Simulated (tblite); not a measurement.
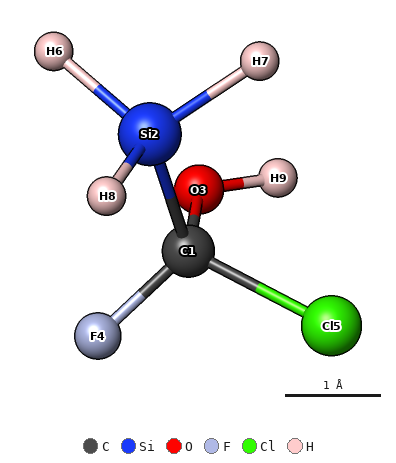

Figure 1. The input geometry (ball-and-stick view, seen at an oblique angle; atoms are numbered from 1 in the order of the input).

## Run report: CH₄ClFOSi, geometry relaxation

System: CH₄ClFOSi, SMILES OC(F)([SiH3])Cl.
Method: GFN2-xTB geometry optimisation, gas phase (tblite 0.8.0).

The input
```
{"job": {"kind": "relax", "xc": "GFN2-xTB", "basis": "xTB"}, "charge": 0, "multiplicity": 1}
C     -1.477894     0.716167     0.512630
Si    -0.840892    -0.759215     1.410436
O     -0.682948     1.800556     0.807442
F     -2.709632     0.941356     0.887944
Cl    -1.447866     0.387964    -1.205060
H     -0.539896    -0.409447     2.747223
H      0.349555    -1.220075     0.783540
H     -1.802632    -1.779629     1.412335
H     -0.086751     2.222728     0.180066
```

The first line tells a small driver script what to run in tblite; the rest is the geometry in Å.

Command:
```bash
OMP_NUM_THREADS=1 python <driver script> task.json out
```

The program's output
```
step      E/eV     max force
  0    -523.43328    2.356
  1    -523.64847    1.119
  2    -523.78021    0.706
  3    -523.82395    0.735
  4    -523.84613    0.487
  5    -523.85964    0.330
  6    -523.86667    0.249
  7    -523.87407    0.300
  8    -523.88210    0.392
  9    -523.89332    0.442
 10    -523.90583    0.465
 11    -523.91896    0.426
 12    -523.93349    0.447
 13    -523.94460    0.481
 14    -523.96364    0.716
 15    -523.97966    0.902
 16    -524.02111    0.762
 17    -524.06610    0.748
 18    -524.08079    0.547
 19    -524.08457    1.090
 20    -524.10263    0.262
 21    -524.11007    0.191
 22    -524.12194    0.330
 23    -524.12412    0.124
 24    -524.12554    0.116
 25    -524.12752    0.104
 26    -524.12958    0.091
 27    -524.13098    0.103
 28    -524.13177    0.085
 29    -524.13244    0.076
 30    -524.13331    0.091
 31    -524.13466    0.125
 32    -524.13624    0.132
 33    -524.13726    0.087
 34    -524.13765    0.060
 35    -524.13785    0.041
 36    -524.13805    0.036
 37    -524.13827    0.043
 38    -524.13848    0.042
 39    -524.13861    0.025
 40    -524.13866    0.022
 41    -524.13869    0.020
 42    -524.13872    0.019
 43    -524.13878    0.026
 44    -524.13884    0.020
 45    -524.13889    0.015
 46    -524.13891    0.009
 47    -524.13891    0.008
 48    -524.13892    0.009
 49    -524.13894    0.014
 50    -524.13899    0.020
 51    -524.13905    0.022
 52    -524.13911    0.013
 53    -524.13914    0.012
 54    -524.13915    0.011
 55    -524.13916    0.010
 56    -524.13919    0.014
 57    -524.13922    0.016
 58    -524.13925    0.013
 59    -524.13926    0.012
 60    -524.13927    0.012
 61    -524.13929    0.011
 62    -524.13931    0.013
 63    -524.13934    0.020
 64    -524.13937    0.022
 65    -524.13940    0.022
 66    -524.13943    0.020
 67    -524.13948    0.016
 68    -524.13953    0.014
 69    -524.13956    0.012
 70    -524.13957    0.014
 71    -524.13959    0.015
 72    -524.13962    0.014
 73    -524.13965    0.014
 74    -524.13968    0.009
 75    -524.13968    0.004
```

Trajectory as extended XYZ (Å, eV, eV/Å), 26 frames, from step=0 to step=75
```
9
Properties=species:S:1:pos:R:3:forces:R:3 step=0 energy=-523.43328
C    -1.4779    0.7162    0.5126    1.8000   0.4690  -0.7870
Si   -0.8409   -0.7592    1.4104    1.0300  -1.2130   0.7800
O    -0.6829    1.8006    0.8074    0.1140   0.8540   1.1530
F    -2.7096    0.9414    0.8879   -2.0980   1.0280   0.3050
Cl   -1.4479    0.3880   -1.2051   -0.1870  -0.0920  -1.2290
H    -0.5399   -0.4094    2.7472    0.1660   0.4650   0.9840
H     0.3496   -1.2201    0.7835    0.7440  -0.1400  -0.5240
H    -1.8026   -1.7796    1.4123   -1.0790  -0.9380  -0.1390
H    -0.0868    2.2227    0.1801   -0.4900  -0.4320  -0.5430
9
Properties=species:S:1:pos:R:3:forces:R:3 step=3 energy=-523.82395
C    -1.4326    0.7415    0.5027   -0.2610  -0.1400   0.4260
Si   -0.8049   -0.8235    1.4518   -0.0310  -0.1420   0.0990
O    -0.6791    1.8392    0.8548   -0.1100  -0.1200  -0.1320
F    -2.7547    0.9890    0.8790    0.6070   0.1860  -0.3700
Cl   -1.4572    0.3936   -1.2618    0.0240   0.3010   0.1230
H    -0.5299   -0.3815    2.8049    0.0290   0.0830   0.1490
H     0.3993   -1.2307    0.7499    0.1440  -0.0270  -0.0900
H    -1.8568   -1.8247    1.4029   -0.0830  -0.0560  -0.0620
H    -0.1232    2.1976    0.1525   -0.3190  -0.0860  -0.1430
9
Properties=species:S:1:pos:R:3:forces:R:3 step=6 energy=-523.86667
C    -1.4336    0.7316    0.5283    0.1420  -0.0840  -0.0800
Si   -0.7974   -0.8479    1.4688    0.0020   0.0330   0.0080
O    -0.6842    1.8359    0.8574    0.1350  -0.1450   0.0400
F    -2.7279    1.0173    0.8511   -0.1730   0.0680   0.0380
Cl   -1.4545    0.4212   -1.2602    0.1210   0.1160   0.1570
H    -0.5258   -0.3713    2.8259   -0.0100  -0.0710  -0.0910
H     0.4169   -1.2341    0.7389   -0.1260   0.0290   0.1010
H    -1.8726   -1.8378    1.3959    0.0970   0.0510  -0.0100
H    -0.1599    2.1854    0.1304   -0.1880   0.0050  -0.1630
9
Properties=species:S:1:pos:R:3:forces:R:3 step=9 energy=-523.89332
C    -1.4252    0.7135    0.5384   -0.1460   0.2990  -0.0130
Si   -0.7980   -0.8532    1.4792   -0.0670   0.0510  -0.0150
O    -0.6546    1.7990    0.8621    0.4330  -0.0810   0.0420
F    -2.7265    1.0437    0.8365   -0.1060  -0.0690   0.1310
Cl   -1.4266    0.4616   -1.2289    0.0900  -0.1710  -0.3060
H    -0.5250   -0.3790    2.8228    0.0220   0.0040   0.1380
H     0.4047   -1.2313    0.7515    0.0820  -0.0350  -0.0230
H    -1.8626   -1.8359    1.3894   -0.0800  -0.1220   0.0020
H    -0.2253    2.1818    0.0855   -0.2280   0.1250   0.0450
9
Properties=species:S:1:pos:R:3:forces:R:3 step=12 energy=-523.93349
C    -1.4259    0.7268    0.5452   -0.0240  -0.1690   0.0790
Si   -0.8068   -0.8510    1.4865   -0.0730   0.0150  -0.0270
O    -0.5781    1.7504    0.8656   -0.0850  -0.1880  -0.1090
F    -2.7381    1.0653    0.8397    0.3730   0.1270  -0.0570
Cl   -1.3899    0.4778   -1.2352   -0.0880  -0.1530  -0.0740
H    -0.5222   -0.3874    2.8356   -0.0230  -0.0110   0.0530
H     0.4009   -1.2322    0.7626    0.0260   0.0000  -0.0040
H    -1.8620   -1.8490    1.3840   -0.0410  -0.0480   0.0240
H    -0.3169    2.1997    0.0526   -0.0640   0.4270   0.1150
9
Properties=species:S:1:pos:R:3:forces:R:3 step=15 energy=-523.97966
C    -1.4234    0.7216    0.5521    0.6560  -0.3110  -0.5100
Si   -0.8283   -0.8472    1.4882    0.2640  -0.4170   0.2090
O    -0.4976    1.6756    0.8316   -0.2170   0.5230  -0.7020
F    -2.6942    1.1083    0.8446   -0.0600   0.3510  -0.1050
Cl   -1.3736    0.4440   -1.2718   -0.2530  -0.0940   0.3960
H    -0.5255   -0.3993    2.8598   -0.1340  -0.0910  -0.2690
H     0.4021   -1.2333    0.7734   -0.2240   0.0740   0.1300
H    -1.8723   -1.8750    1.3856    0.0930   0.1570   0.0450
H    -0.4260    2.3057    0.0729   -0.1250  -0.1930   0.8070
9
Properties=species:S:1:pos:R:3:forces:R:3 step=18 energy=-524.08079
C    -1.3751    0.6934    0.5015   -0.0070   0.3560   0.1230
Si   -0.8225   -0.8797    1.5013   -0.0420   0.1690  -0.1340
O    -0.4728    1.6615    0.7724    0.3850  -0.2780   0.2730
F    -2.6371    1.1610    0.8331    0.0370  -0.1400  -0.1690
Cl   -1.4161    0.3744   -1.2738   -0.1330  -0.1170  -0.0050
H    -0.5456   -0.4133    2.8524   -0.0610   0.0020   0.0440
H     0.3913   -1.2306    0.7858    0.1440  -0.1360  -0.0280
H    -1.8778   -1.8787    1.3973   -0.0400   0.0070   0.0100
H    -0.4832    2.4123    0.1666   -0.2830   0.1370  -0.1130
9
Properties=species:S:1:pos:R:3:forces:R:3 step=21 energy=-524.11007
C    -1.3578    0.7032    0.4955    0.0210   0.0210   0.1890
Si   -0.8252   -0.8804    1.4989   -0.0030   0.1330  -0.1330
O    -0.4321    1.6498    0.7505    0.0410   0.0180  -0.0710
F    -2.6157    1.1782    0.8223    0.1150  -0.0370  -0.1070
Cl   -1.4294    0.3458   -1.2803   -0.0770  -0.0410   0.0380
H    -0.5552   -0.4197    2.8573   -0.0700  -0.0070  -0.0150
H     0.3957   -1.2380    0.7908    0.0700  -0.1170   0.0140
H    -1.8830   -1.8839    1.4005    0.0170   0.0900  -0.0060
H    -0.5361    2.4453    0.2011   -0.1130  -0.0610   0.0920
9
Properties=species:S:1:pos:R:3:forces:R:3 step=24 energy=-524.12554
C    -1.3316    0.7064    0.4940   -0.0460   0.0020  -0.0200
Si   -0.8224   -0.8762    1.4869    0.0700  -0.0240   0.0100
O    -0.3972    1.6485    0.7160   -0.0170  -0.0390  -0.0110
F    -2.5784    1.1984    0.8029   -0.0230   0.0340   0.1080
Cl   -1.4585    0.3033   -1.2785    0.0510  -0.0210  -0.0200
H    -0.5762   -0.4282    2.8542   -0.0370   0.0170  -0.0020
H     0.4037   -1.2571    0.7995    0.0460  -0.0900   0.0150
H    -1.8852   -1.8744    1.4040   -0.0060   0.0890  -0.0540
H    -0.5933    2.4798    0.2575   -0.0370   0.0310  -0.0260
9
Properties=species:S:1:pos:R:3:forces:R:3 step=27 energy=-524.13098
C    -1.3288    0.7059    0.4924    0.0260   0.0290  -0.0210
Si   -0.8067   -0.8761    1.4810   -0.0070   0.0170   0.0010
O    -0.3906    1.6488    0.6952    0.0180  -0.0520   0.0380
F    -2.5662    1.2118    0.8163    0.0060  -0.0670   0.0320
Cl   -1.4612    0.2820   -1.2791   -0.0140   0.0200   0.0290
H    -0.5938   -0.4282    2.8514    0.0190   0.0330   0.0430
H     0.4172   -1.2863    0.8074    0.0330  -0.0390   0.0140
H    -1.8866   -1.8490    1.3931   -0.0560  -0.0080  -0.0630
H    -0.6223    2.4916    0.2789   -0.0250   0.0680  -0.0730
9
Properties=species:S:1:pos:R:3:forces:R:3 step=30 energy=-524.13331
C    -1.3313    0.7059    0.4953    0.0620  -0.0380   0.0210
Si   -0.8021   -0.8755    1.4825   -0.0150  -0.0250   0.0160
O    -0.3962    1.6499    0.6993    0.0030   0.0910   0.0050
F    -2.5712    1.2024    0.8290    0.0260  -0.0620  -0.0140
Cl   -1.4545    0.2931   -1.2755   -0.0590   0.0010   0.0010
H    -0.5922   -0.4216    2.8559    0.0060  -0.0080  -0.0380
H     0.4241   -1.2982    0.8111   -0.0420   0.0030   0.0530
H    -1.8926   -1.8409    1.3783    0.0070   0.0260  -0.0320
H    -0.6229    2.4853    0.2607    0.0110   0.0130  -0.0100
9
Properties=species:S:1:pos:R:3:forces:R:3 step=33 energy=-524.13726
C    -1.3139    0.7049    0.4966    0.0040   0.0150   0.0450
Si   -0.7950   -0.8766    1.4826    0.0010  -0.0460   0.0200
O    -0.3967    1.6673    0.6963   -0.0090   0.0640  -0.0580
F    -2.5624    1.1730    0.8474    0.0140   0.0000   0.0180
Cl   -1.4695    0.2920   -1.2665    0.0080   0.0030  -0.0560
H    -0.5957   -0.4131    2.8545    0.0010  -0.0370  -0.0330
H     0.4321   -1.3278    0.8317   -0.0410   0.0200   0.0430
H    -1.9049   -1.8160    1.3448    0.0230   0.0100   0.0080
H    -0.6329    2.4968    0.2493    0.0000  -0.0300   0.0140
9
Properties=species:S:1:pos:R:3:forces:R:3 step=36 energy=-524.13805
C    -1.3084    0.7061    0.4984    0.0040   0.0060  -0.0260
Si   -0.7938   -0.8793    1.4828   -0.0210   0.0220  -0.0100
O    -0.3931    1.6720    0.6880   -0.0120   0.0100  -0.0250
F    -2.5560    1.1718    0.8518    0.0120   0.0030   0.0200
Cl   -1.4727    0.2877   -1.2693    0.0150   0.0160   0.0110
H    -0.5984   -0.4163    2.8523    0.0090  -0.0210   0.0280
H     0.4317   -1.3335    0.8397    0.0190  -0.0010   0.0070
H    -1.9059   -1.8107    1.3403   -0.0190  -0.0270   0.0040
H    -0.6424    2.5027    0.2524   -0.0070  -0.0070  -0.0090
9
Properties=species:S:1:pos:R:3:forces:R:3 step=39 energy=-524.13861
C    -1.3045    0.7074    0.4982    0.0020  -0.0050  -0.0230
Si   -0.7966   -0.8803    1.4839    0.0020   0.0110  -0.0090
O    -0.3920    1.6767    0.6807   -0.0010   0.0090   0.0080
F    -2.5513    1.1703    0.8592    0.0030   0.0030  -0.0060
Cl   -1.4695    0.2926   -1.2705   -0.0120   0.0000   0.0180
H    -0.5970   -0.4224    2.8554   -0.0090  -0.0200   0.0120
H     0.4326   -1.3363    0.8483    0.0120  -0.0030   0.0000
H    -1.9095   -1.8120    1.3360    0.0000   0.0000   0.0080
H    -0.6512    2.5044    0.2453    0.0040   0.0040  -0.0070
9
Properties=species:S:1:pos:R:3:forces:R:3 step=42 energy=-524.13872
C    -1.3027    0.7078    0.4960   -0.0020   0.0070   0.0150
Si   -0.7963   -0.8795    1.4829    0.0090  -0.0060   0.0040
O    -0.3912    1.6785    0.6785    0.0030  -0.0090   0.0040
F    -2.5491    1.1708    0.8592   -0.0070   0.0020  -0.0020
Cl   -1.4719    0.2910   -1.2694   -0.0060  -0.0010  -0.0110
H    -0.5987   -0.4258    2.8565   -0.0090  -0.0140   0.0010
H     0.4340   -1.3375    0.8499    0.0020   0.0020   0.0010
H    -1.9099   -1.8116    1.3365    0.0070   0.0080   0.0020
H    -0.6532    2.5067    0.2464    0.0020   0.0110  -0.0150
9
Properties=species:S:1:pos:R:3:forces:R:3 step=45 energy=-524.13889
C    -1.3026    0.7094    0.4967    0.0000   0.0030   0.0090
Si   -0.7943   -0.8792    1.4825   -0.0040   0.0010   0.0030
O    -0.3920    1.6814    0.6775    0.0040  -0.0150   0.0010
F    -2.5495    1.1709    0.8600    0.0000   0.0010   0.0050
Cl   -1.4744    0.2927   -1.2695    0.0010  -0.0030  -0.0010
H    -0.6023   -0.4349    2.8596   -0.0010   0.0010   0.0050
H     0.4371   -1.3378    0.8521    0.0020   0.0070  -0.0040
H    -1.9088   -1.8097    1.3376    0.0000  -0.0010  -0.0090
H    -0.6520    2.5076    0.2402   -0.0010   0.0070  -0.0100
9
Properties=species:S:1:pos:R:3:forces:R:3 step=48 energy=-524.13892
C    -1.3032    0.7095    0.4978    0.0000  -0.0010  -0.0010
Si   -0.7946   -0.8793    1.4832    0.0010   0.0000   0.0000
O    -0.3927    1.6813    0.6783    0.0010   0.0070  -0.0030
F    -2.5505    1.1701    0.8611    0.0020   0.0030   0.0020
Cl   -1.4736    0.2945   -1.2693   -0.0030  -0.0070   0.0060
H    -0.6020   -0.4354    2.8606   -0.0040  -0.0010   0.0010
H     0.4371   -1.3366    0.8521   -0.0010   0.0070  -0.0010
H    -1.9088   -1.8100    1.3363    0.0010   0.0000  -0.0060
H    -0.6506    2.5064    0.2366    0.0030  -0.0080   0.0020
9
Properties=species:S:1:pos:R:3:forces:R:3 step=51 energy=-524.13905
C    -1.3030    0.7101    0.5008   -0.0030  -0.0010  -0.0030
Si   -0.7953   -0.8786    1.4852    0.0090  -0.0060  -0.0030
O    -0.3913    1.6813    0.6761    0.0010   0.0210  -0.0050
F    -2.5491    1.1726    0.8658   -0.0010   0.0070  -0.0040
Cl   -1.4761    0.2897   -1.2648   -0.0090  -0.0050   0.0050
H    -0.6067   -0.4406    2.8655   -0.0060  -0.0050  -0.0110
H     0.4381   -1.3281    0.8511   -0.0010   0.0020   0.0090
H    -1.9073   -1.8103    1.3274    0.0040   0.0000   0.0020
H    -0.6484    2.5043    0.2294    0.0060  -0.0130   0.0100
9
Properties=species:S:1:pos:R:3:forces:R:3 step=54 energy=-524.13915
C    -1.3016    0.7116    0.5024   -0.0030   0.0020   0.0020
Si   -0.7942   -0.8781    1.4854   -0.0020  -0.0020  -0.0040
O    -0.3884    1.6827    0.6712    0.0010  -0.0040   0.0000
F    -2.5459    1.1773    0.8686   -0.0030   0.0050   0.0010
Cl   -1.4816    0.2823   -1.2608   -0.0040   0.0020   0.0020
H    -0.6139   -0.4489    2.8692    0.0010   0.0040  -0.0060
H     0.4408   -1.3224    0.8521    0.0070  -0.0020   0.0090
H    -1.9053   -1.8094    1.3215    0.0000  -0.0070  -0.0020
H    -0.6488    2.5053    0.2268    0.0030   0.0030  -0.0020
9
Properties=species:S:1:pos:R:3:forces:R:3 step=57 energy=-524.13922
C    -1.3022    0.7127    0.5032    0.0000   0.0010  -0.0010
Si   -0.7943   -0.8787    1.4841   -0.0070   0.0030  -0.0020
O    -0.3874    1.6829    0.6693    0.0010  -0.0150   0.0060
F    -2.5455    1.1806    0.8698    0.0030   0.0010   0.0050
Cl   -1.4852    0.2800   -1.2588   -0.0030   0.0040  -0.0040
H    -0.6163   -0.4510    2.8681    0.0010   0.0060   0.0050
H     0.4438   -1.3209    0.8554    0.0030   0.0000   0.0020
H    -1.9043   -1.8113    1.3193    0.0030  -0.0040  -0.0060
H    -0.6475    2.5061    0.2261   -0.0020   0.0040  -0.0060
9
Properties=species:S:1:pos:R:3:forces:R:3 step=60 energy=-524.13927
C    -1.3035    0.7134    0.5056    0.0010  -0.0030  -0.0060
Si   -0.7955   -0.8790    1.4842    0.0030   0.0030   0.0030
O    -0.3867    1.6821    0.6685    0.0000   0.0000   0.0010
F    -2.5455    1.1839    0.8735    0.0040   0.0010   0.0010
Cl   -1.4887    0.2781   -1.2554   -0.0080   0.0050  -0.0080
H    -0.6192   -0.4525    2.8691   -0.0050   0.0010   0.0020
H     0.4464   -1.3154    0.8582   -0.0030  -0.0010   0.0030
H    -1.9025   -1.8143    1.3123    0.0080   0.0000  -0.0010
H    -0.6438    2.5041    0.2207    0.0000  -0.0070   0.0030
9
Properties=species:S:1:pos:R:3:forces:R:3 step=63 energy=-524.13934
C    -1.3042    0.7135    0.5060   -0.0030  -0.0020   0.0000
Si   -0.7959   -0.8782    1.4846    0.0070  -0.0030   0.0050
O    -0.3854    1.6804    0.6676    0.0040   0.0070  -0.0180
F    -2.5437    1.1877    0.8773   -0.0050  -0.0060  -0.0020
Cl   -1.4948    0.2782   -1.2547   -0.0050   0.0090   0.0010
H    -0.6235   -0.4536    2.8707   -0.0080   0.0010   0.0000
H     0.4487   -1.3117    0.8624    0.0020   0.0000   0.0000
H    -1.8984   -1.8169    1.3057    0.0000  -0.0030   0.0030
H    -0.6418    2.5011    0.2168    0.0070  -0.0040   0.0100
9
Properties=species:S:1:pos:R:3:forces:R:3 step=66 energy=-524.13943
C    -1.3048    0.7140    0.5050   -0.0010   0.0000   0.0040
Si   -0.7951   -0.8777    1.4842   -0.0040  -0.0040   0.0000
O    -0.3819    1.6779    0.6625    0.0050  -0.0100  -0.0160
F    -2.5408    1.1936    0.8811   -0.0040  -0.0120   0.0050
Cl   -1.5068    0.2783   -1.2546    0.0040   0.0100   0.0050
H    -0.6321   -0.4559    2.8718   -0.0070   0.0080   0.0080
H     0.4541   -1.3089    0.8705    0.0060   0.0050  -0.0080
H    -1.8924   -1.8213    1.2997   -0.0050  -0.0030   0.0010
H    -0.6393    2.5005    0.2164    0.0040   0.0060   0.0010
9
Properties=species:S:1:pos:R:3:forces:R:3 step=69 energy=-524.13956
C    -1.3060    0.7137    0.5048    0.0040  -0.0010  -0.0010
Si   -0.7952   -0.8776    1.4854   -0.0030  -0.0010  -0.0070
O    -0.3768    1.6730    0.6546    0.0020  -0.0070   0.0090
F    -2.5380    1.1978    0.8882    0.0070  -0.0040   0.0100
Cl   -1.5208    0.2798   -1.2533    0.0020   0.0000  -0.0020
H    -0.6440   -0.4561    2.8752   -0.0080   0.0030  -0.0070
H     0.4599   -1.3010    0.8777    0.0030   0.0070  -0.0020
H    -1.8851   -1.8279    1.2897   -0.0030   0.0030   0.0070
H    -0.6329    2.4989    0.2141   -0.0040   0.0000  -0.0060
9
Properties=species:S:1:pos:R:3:forces:R:3 step=72 energy=-524.13962
C    -1.3062    0.7130    0.5053    0.0020  -0.0030  -0.0010
Si   -0.7959   -0.8777    1.4855    0.0090  -0.0030   0.0000
O    -0.3753    1.6707    0.6535   -0.0010   0.0120   0.0020
F    -2.5365    1.1976    0.8933    0.0030   0.0020   0.0000
Cl   -1.5242    0.2812   -1.2525   -0.0040  -0.0010  -0.0010
H    -0.6495   -0.4552    2.8758   -0.0080  -0.0020  -0.0120
H     0.4618   -1.2955    0.8789    0.0020   0.0030   0.0020
H    -1.8832   -1.8298    1.2861   -0.0050  -0.0010   0.0080
H    -0.6301    2.4961    0.2106    0.0000  -0.0070   0.0030
9
Properties=species:S:1:pos:R:3:forces:R:3 step=75 energy=-524.13968
C    -1.3057    0.7127    0.5047    0.0010  -0.0020   0.0010
Si   -0.7952   -0.8783    1.4838    0.0020  -0.0030   0.0020
O    -0.3718    1.6682    0.6494   -0.0010   0.0040  -0.0010
F    -2.5327    1.2002    0.8996    0.0010   0.0020  -0.0030
Cl   -1.5340    0.2825   -1.2522   -0.0010   0.0020   0.0000
H    -0.6605   -0.4558    2.8746    0.0000   0.0010   0.0010
H     0.4678   -1.2900    0.8847    0.0020   0.0000  -0.0010
H    -1.8795   -1.8336    1.2830   -0.0020  -0.0020   0.0000
H    -0.6272    2.4945    0.2088    0.0000  -0.0010   0.0000
```

Summary

```json
{"quantity": "outcome", "value": "converged"}
{"quantity": "total energy", "value": "−524.1397 eV"}
{"quantity": "hardware", "value": "1 CPU thread, shared host"}
{"quantity": "wall time", "value": "1.1 s"}
{"quantity": "peak memory", "value": "0.18 GiB"}
```
